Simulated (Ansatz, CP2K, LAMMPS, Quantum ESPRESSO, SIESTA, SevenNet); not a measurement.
**Amorphous 71SiO2-29B2O3 (mol %) (100 atoms): one relaxed cell, several methods**

Aim: relax amorphous 71SiO2-29B2O3 (mol %) (100 atoms), then compare forces, pressure and levels from several programs at that geometry.

These are calculated values.

## (1) Set-up

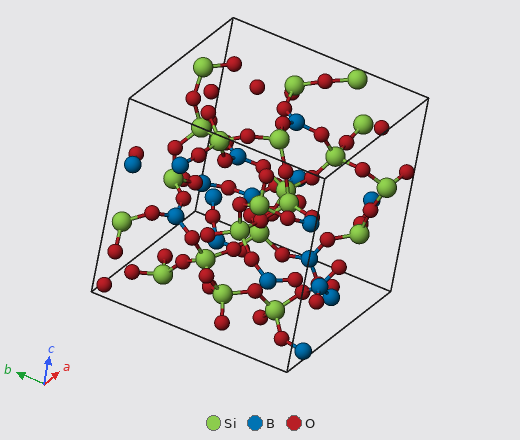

The cell (silicon green, boron blue, oxygen red). Bonds to atoms that aren't drawn are left out. Some periodic images of atoms are drawn too.

The cell holds 100 atoms (20 Si, 16 B and 64 O), with edges of 11.22, 11.22 and 11.22 Å. Recipe: 100 atoms (20 Si, 16 B, 64 O) placed at random at 2.07 g/cm³, melted at 4000 K for 10 ps at fixed volume with the Buckingham and Coulomb pair potential of Guillot and Sator (Geochim. Cosmochim. Acta 71, 1249 (2007)) with the boron terms of Wang et al. (J. Non-Cryst. Solids 498, 294 (2018)). Quenched from 4000 K to 300 K at 100 K/ps and fixed volume, held 5 ps, then minimised at fixed cell. Then the atoms were relaxed with SevenNet l3i5 in the fixed cell. Then the atoms were relaxed with CP2K double zeta, PBE.

## (2) The relaxation

CP2K double zeta (DZVP-MOLOPT-SR, GTH-PBE potentials, 480 Ry; k-points Γ) took 17 geometry steps and reached its thresholds. It started from the geometry that SevenNet l3i5 had relaxed.

Wall time 7.7 min (4 MPI ranks of Arm Neoverse V2, shared host); peak memory 2.5 GiB.

|  | before | after |
| --- | --- | --- |
| energy (meV/atom) | 0 | -2.4 |
| Si-O bonds under 2.08 Å | 80 at 1.635 Å | 80 at 1.637 Å |
| B-O bonds under 1.82 Å | 48 at 1.378 Å | 48 at 1.385 Å |

Atoms moved by 0.03 Å r.m.s. and 0.05 Å at most, with the common shift taken off.

## (3) Local order after relaxation

Density 2.07 g/cm³, 14.12 Å³ an atom.

g(r), total and by pair (bins of 0.2 Å):

```
r (Å)  total   O-O   O-Si    O-B  Si-Si  Si-B   B-B
 1.30   2.50  0.00   0.00  12.20   0.00  0.00  0.00
 1.50   0.33  0.00   0.00   1.62   0.00  0.00  0.00
 1.70   3.37  0.00  13.15   0.00   0.00  0.00  0.00
 1.90   0.00  0.00   0.00   0.00   0.00  0.00  0.00
 2.10   0.00  0.00   0.00   0.00   0.00  0.00  0.00
 2.30   0.54  1.32   0.00   0.00   0.00  0.00  0.00
 2.50   0.95  2.14   0.00   0.00   0.00  0.00  2.73
 2.70   1.56  3.20   0.00   0.15   0.36  2.56  1.79
 2.90   0.63  0.47   0.05   0.26   1.61  4.76  0.00
 3.10   0.48  0.46   0.14   0.69   2.93  0.00  0.00
 3.30   0.71  0.72   0.68   0.76   1.89  0.00  0.39
 3.50   0.87  0.43   1.40   1.48   0.00  0.29  0.72
 3.70   1.03  0.70   1.21   1.79   0.20  0.50  0.97
 3.90   1.22  0.74   1.96   1.76   0.00  0.45  0.86
 4.10   1.08  0.77   1.56   1.19   1.17  0.83  1.04
 4.30   1.06  1.16   1.24   0.63   1.39  0.66  1.43
 4.50   0.94  1.12   0.87   0.71   0.84  0.69  1.31
 4.70   1.19  1.46   0.83   0.92   1.52  1.42  1.79
 4.90   1.20  1.46   0.69   1.17   0.58  1.76  1.66
 5.10   1.16  1.34   0.82   0.87   2.05  1.70  0.85
 5.30   0.99  0.92   0.95   0.96   1.29  1.38  1.24
 5.50   0.89  0.73   0.97   1.02   0.84  1.33  0.44
```

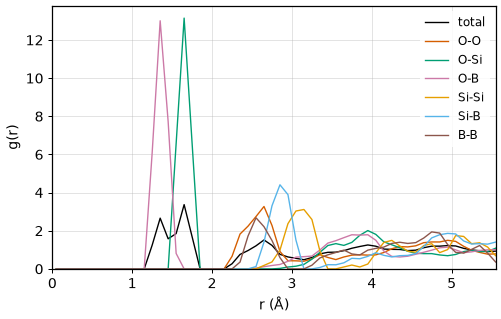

Pair distribution functions, lightly smoothed.

Bonds by pair of elements; cutoffs follow the first minimum of g(r), held within bounds set by covalent radii, and pairs that aren't listed don't count as bonded:

```
pair A-B  cutoff (Å)  bonds  mean length (Å)  spread (Å)  shortest (Å)  B about A  A about B
    O-Si        2.08     80             1.64       0.014          1.60       1.25          4
     O-B        1.82     48             1.39       0.011          1.36       0.75          3
```

How many atoms have how many bonded neighbours:

| element | mean | 2 | 3 | 4 |
| --- | --- | --- | --- | --- |
| B | 3 | 0 | 16 | 0 |
| O | 2 | 64 | 0 | 0 |
| Si | 4 | 0 | 0 | 20 |

Bond angles (no mean is given where the spread exceeds 20°):

```
  angle  count  mean (°)  spread (°)
 O-Si-O    120       110         5.1
  O-B-O     48       120         2.4
 B-O-Si     34       145        14.2
Si-O-Si     23       145          16
  B-O-B      7       144        14.1
```

Oxygen atoms by the number of network formers (Si, P, Ge, B, Al, As, Ga) bound to them:

| network formers bound to O | O atoms | per cent |
| --- | --- | --- |
| 0 | 0 | 0 |
| 1 | 0 | 0 |
| 2 | 64 | 100 |

Network units: each former by its oxygen neighbours and how many of them bridge to another former:

```csv
former,O neighbours,bridging O,atoms
Si,4,4,20
B,3,3,16
```

Rings of the network by King's shortest-path rule, up to 12 atoms, one path for each pair of neighbours; H, halogens, alkali and alkaline-earth atoms are left out, and the last column divides by all other atoms, bonded or not:

```
ring size (atoms)  rings  per network atom
                8      2              0.02
               10      7              0.07
               12      6              0.06
```

By these cutoffs all B atoms have 3, all O atoms have 2 and all Si atoms have 4 bonded neighbours. The O-Si-O angle averages 110° with a spread of 5°. 100 % of the oxygens bridge two formers (Si and B) and 0 % are non-bridging. The commonest Si unit has 4 oxygens, 4 of them shared with other formers (20 of 20 atoms). Rings of 10 atoms are the most common (47 % of those counted); sizes run from 8 to 12, where the search stops.

## (4) The plane-wave reference

Quantum ESPRESSO 7.5: Kohn-Sham DFT, PBE, SSSP efficiency 1.3.0 pseudopotentials, plane waves. Its input for the relaxed cell:

```
&control
  calculation = 'scf'
  pseudo_dir = './pseudo'
  outdir = './tmp'
  disk_io = 'none'
  tprnfor = .true.
  tstress = .true.
/
&system
  ibrav = 0
  nat = 100
  ntyp = 3
  ecutwfc = 60
  ecutrho = 480
  nosym = .true.
  occupations = 'smearing'
  smearing = 'fd'
  degauss = 0.003675
/
&electrons
  conv_thr = 5.0e-07
  electron_maxstep = 100
  mixing_beta = 0.4
  mixing_mode = 'plain'
  diagonalization = 'david'
/
ATOMIC_SPECIES
Si 28.085 Si.upf
B 10.810 B.upf
O 15.999 O.upf
CELL_PARAMETERS angstrom
11.21970 0.00000 0.00000
0.00000 11.21970 0.00000
0.00000 0.00000 11.21970
ATOMIC_POSITIONS crystal
Si 0.92651 0.32370 0.99243
Si 0.55943 0.49313 0.28277
Si 0.82768 0.57380 0.89817
[... 95 atom lines left out ...]
O 0.89072 0.86695 0.07229
O 0.98021 0.81288 0.72685
K_POINTS gamma
```

Elapsed: 3.3 min, on 4 MPI ranks of Arm Neoverse V2, shared host; peak memory 4.4 GiB; 13 min of CPU time.

## (5) Side by side

CPU times are from a shared host and are rough.

| level | basis or training data | k-points | own r.m.s. force (meV/Å) | difference from the reference (meV/Å) | pressure (GPa) | Kohn-Sham gap (eV) | CPU time | memory (GiB) |
| --- | --- | --- | --- | --- | --- | --- | --- | --- |
| QE, PBE | plane waves, SSSP efficiency, 60/480 Ry | Γ | 134 | - | -2.74 | 5.37 | 13 min | 4.4 |
| CP2K triple zeta, PBE | TZV2P-UZH, GTH-PBE potentials, 600 Ry | Γ | 120 | 145 | -3.03 | 5.36 | 15 min | 6.9 |
| SIESTA DZP, PBE | DZP orbitals, shift 0.01 Ry, mesh 400 Ry | Γ | 170 | 145 | -0.60 | 6.04 | 4.3 min | 2.2 |
| SevenNet l3i5 | trained on PBE(+U) plane-wave data | - | 133 | 34 | -2.41 | - | 9.5 s | 1.6 |

The gap is the spacing of the highest filled and lowest empty Kohn-Sham level on the mesh; a dash marks partly filled levels, a spacing under 0.15 eV or a method without such levels.

## (6) Findings

Relaxation in the fixed cell lowers the energy by 2 meV/atom at its own level and moves atoms by up to 0.05 Å. The reference finds an r.m.s. force of 134 meV/Å there and a pressure of -2.74 GPa, at a geometry that CP2K double zeta made. Forces differ from the reference's by 34 meV/Å (SevenNet l3i5), 145 meV/Å (SIESTA DZP, PBE) and 145 meV/Å (CP2K triple zeta, PBE).

CP2K double zeta is at its own minimum here, so the reference's force is itself a measure of how the two differ. Pressures lie +0.3 GPa (SevenNet l3i5), -0.3 GPa (CP2K triple zeta, PBE) and +2.1 GPa (SIESTA DZP, PBE) from the reference's. The highest filled and lowest empty levels lie 5.37 eV apart in the reference, against 5.36 eV in CP2K triple zeta, PBE and 6.04 eV in SIESTA DZP, PBE. By these cutoffs all B atoms have 3, all O atoms have 2 and all Si atoms have 4 bonded neighbours. 100 % of the oxygens bridge two formers (Si and B) and 0 % are non-bridging.

Caveats: The density was set by the recipe and held. One sample of a disordered cell; defect or tail levels can set the gap. Gaps are read on the mesh, which holds the band edges only if they fold onto it, and semilocal functionals tend to put them under measured ones. The quench rate of 100 K/ps is many orders above laboratory rates, so the cell is likely richer in defects and strain than a real sample. The reference samples only Γ, in a cell whose shortest periodic width is 11 Å. The plane-wave runs aren't exact: their cutoffs and mesh weren't converged further here. SIESTA's automatically made basis is far from complete, and its potentials were converted by us (checked for H, C, O, Si, Ge and Ca alone). Where levels are smeared, the DFT runs use Fermi–Dirac occupations at 580 K (0.05 eV), and energies are free energies.

[Logs are printed without paths, hosts, clocks, repeated set-up lines and the standing remarks that a program may print on its own settings, such as how far it seeks lower states.]

[Hosts, paths, dates, database ids (printed as entryN), source tags and the programs' standing remarks are cut or masked in the printed files.]
